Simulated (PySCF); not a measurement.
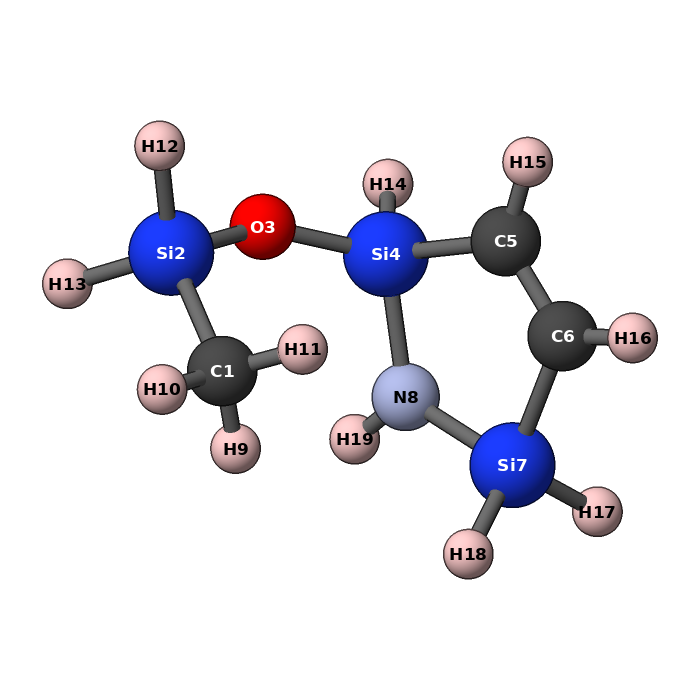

The geometry was computed by an optimisation with GFN2-xTB. No frequency run is at hand to confirm it as a minimum. Level of theory: GIAO PBE0/pcSseg-1 NMR shielding, non-relativistic, gas phase (PySCF 2.14.0). Principal shieldings σ11 ≤ σ22 ≤ σ33, span Ω = σ33 − σ11, skew κ = 3(σiso − σ22)/Ω.

Give the shielding tensors of the O atoms.

| atom | σ11 | σ22 | σ33 | σiso | Ω | κ |
| --- | --- | --- | --- | --- | --- | --- |
| O3 | 236.3 | 259.9 | 305.1 | 267.1 | 68.8 | 0.31 |

Shieldings and span in ppm.

The geometry is semi-empirical. Around Si such bond lengths and angles can be off by a tenth of an ångström or more and by several degrees, and values that hang on the shape move with them.
